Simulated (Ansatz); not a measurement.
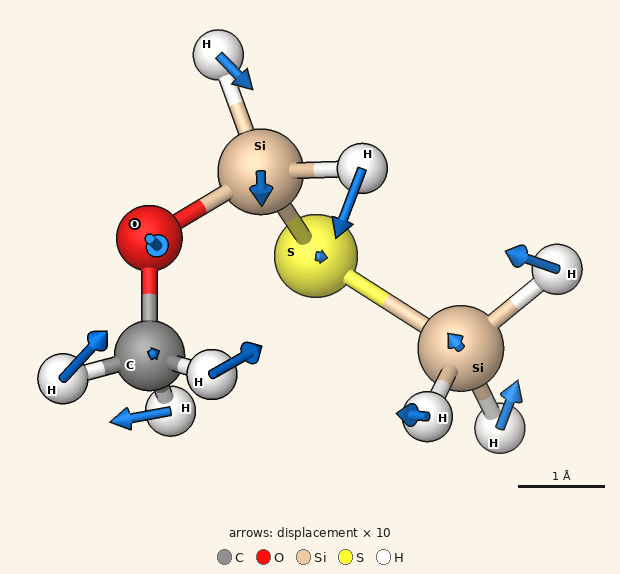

This is a relaxation of CH$_{8}$OSSi$_{2}$. The starting structure is drawn; blue arrows show the displacements, 10 times their true length. The two geometries are superimposed by the best rigid fit.

Style: ball-and-stick. Shown at a tilt.

The start comes from PBE-D4/def2-SVP.

These are results of RKS PBE0-D4/def2-TZVP in Ansatz, not measurements. Set-up: force threshold 0.005 eV/Å; at most 150 steps.

Atoms of which element are displaced furthest, and by how much?

Hydrogen: up to 0.11 Å, against 0.06 Å for oxygen.

Describe the change and its energy.

The energy falls by 1.77 kcal/mol in 9 geometry steps. Largest force component: 0.73 eV/Å at the start, 0.0045 eV/Å at the end. The atom that moves furthest after the best rigid fit is an H atom (0.11 Å). By element the largest moves are H 0.11 Å, O 0.06 Å, Si 0.05 Å, S 0.01 Å, C 0.01 Å. Some distances before and after: O–Si 1.672 → 1.633 Å, S–Si 2.170 → 2.139 Å, H–Si 1.504 → 1.484 Å, C–H 1.113 → 1.095 Å.
